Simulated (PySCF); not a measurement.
SMILES [CH3][Ge]([CH3])([CH3])[NH][Si](O)(O)O at its GFN2-xTB optimised geometry (Å):

```
22

Si    -2.0376     1.0604     0.0000
O     -2.7327     0.3473     1.2875
O     -2.5327     2.6083     0.0000
O     -2.5306     0.2114    -1.3040
N     -0.3188     1.0604     0.0000
Ge     0.7361    -0.2516    -0.7179
C      0.6897    -0.1199    -2.7061
C      0.0013    -2.0059    -0.1426
C      2.5696     0.0714    -0.0236
H     -2.6290    -0.5951     1.3787
H     -3.2568     2.8247     0.5793
H     -2.3127     0.5785    -2.1556
H      0.1325     1.8099     0.4920
H     -0.2461    -0.5082    -3.0961
H      0.7966     0.9123    -3.0264
H      1.5010    -0.6972    -3.1401
H      0.0413    -2.1084     0.9380
H      0.5620    -2.8247    -0.5839
H     -1.0336    -2.0882    -0.4608
H      3.2568    -0.6780    -0.4031
H      2.5858     0.0280     1.0614
H      2.9316     1.0481    -0.3313
```

Method: PySCF 2.14.0 with CAM-B3LYP/def2-SVP. Cells within 0.4 Å of a nucleus heavier than hydrogen are left out (blank, or x).

Map of the Laplacian of the electron density (e/bohr⁵), clipped to [-1.50, 1.50] on the plane z = 0.0 Å:

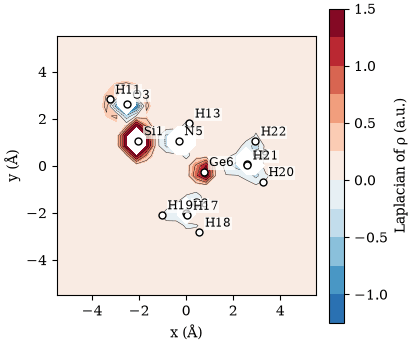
Fig. 1. Laplacian of the electron density (e/bohr⁵), clipped to [-1.50, 1.50] on the plane z = 0.0 Å.
